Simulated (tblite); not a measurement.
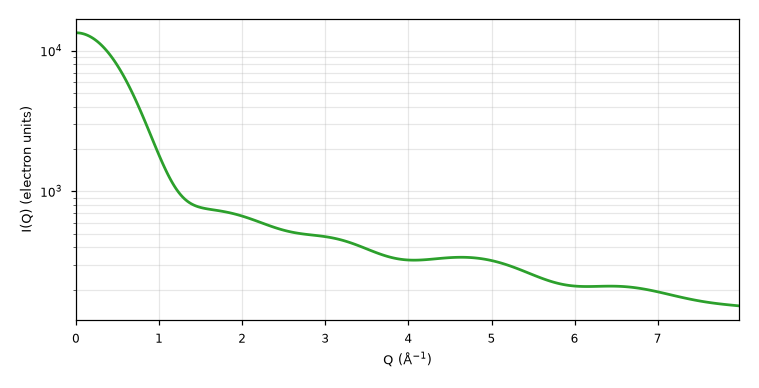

Elastic X-ray scattering of a randomly oriented, rigid molecule, calculated with the Debye equation from neutral-atom form factors (independent atoms, no Compton part, no vibration). The geometry is the end point of an optimisation (tblite, GFN2-xTB geometry optimisation, gas phase); it may be a saddle point or a higher isomer. It contains C, S, O, Cl, Si, H.

### How many electrons does the independent-atom model of the molecule hold?

I(0) is the square of the electron number: I(0) = 13500, so about 116 electrons, the count of C5H7ClO2S2Si.

### What radius of gyration does the initial fall-off give?

From I(Q) ≈ I(0) exp(−Q²R²/3) at small Q, R ≈ 2.55 Å. It is larger than the electron-weighted radius of the nuclear positions alone (2.44 Å), because each atom's electron cloud adds to it.
